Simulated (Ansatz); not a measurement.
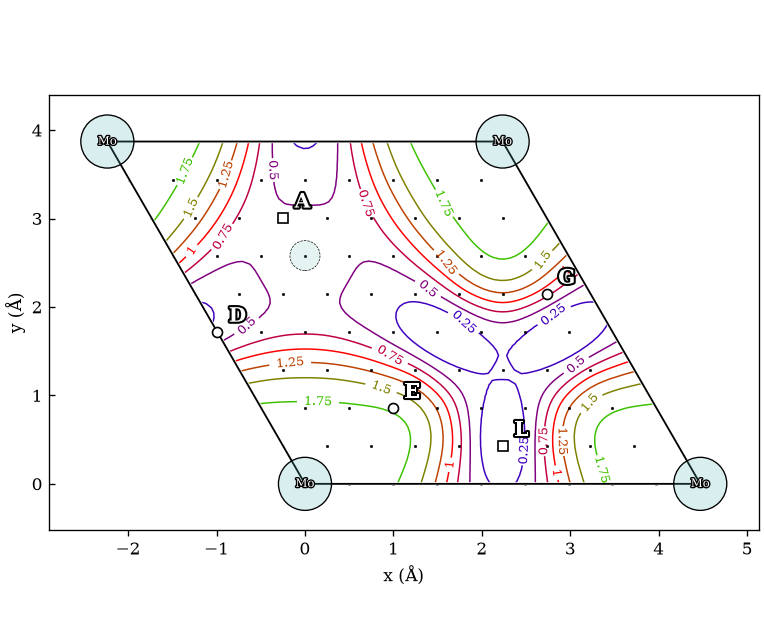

S on a Mo(111) slab cut from the Im-3m phase, its upper half relaxed before the scan (6 atoms of substrate and one adsorbate in a 1 × 1 cell). S is moved over the surface cell; relaxed at each place: the height of the adsorbate's atoms; substrate rigid; the origin of the map has the adsorbate above Mo6. Places are given modulo a cell vector. The map is drawn in real space over the plane of the surface. Grid: 9 × 9 points; 19 points were computed and 62 follow by symmetry. All energies are given in eV relative to the lowest grid point. With one adsorbate in each 1 × 1 cell, its nearest image is 4.5 Å away, so neighbouring adsorbates interact. The calculation used Ansatz, DFT PBE, scalar-relativistic, plane waves, PAW. Settings: cutoff 420 eV, k-mesh 6×6×1, gaussian smearing 0.1 eV, no spin polarisation.

The picture shows contour lines labelled in eV, dots at the grid points, labelled circles for the atoms of the top layer and small ones for the second layer, the outline of one cell of the plane, lettered points. Between grid points the surface is interpolated.

Question: Is E the lowest point of the computed grid?

Answer: No. E lies 1.71 eV above the lowest grid point, which is at (5/9, 1/9) of the cell vectors [nearest 3 Mo at 2.46 Å].

Question: What kind of point is each of A, G, L: minimum, saddle, maximum or slope?

Answer: A: saddle point; G: on a slope; L: minimum. (In these two coordinates alone; a stationary point may lie a little off the grid point.)

Question: Rank the lettered points by energy, lowest first.

Answer: L (0.00 eV), D (0.34 eV), A (0.53 eV), G (0.82 eV), E (1.71 eV).

PAW datasets: the set soft_1.
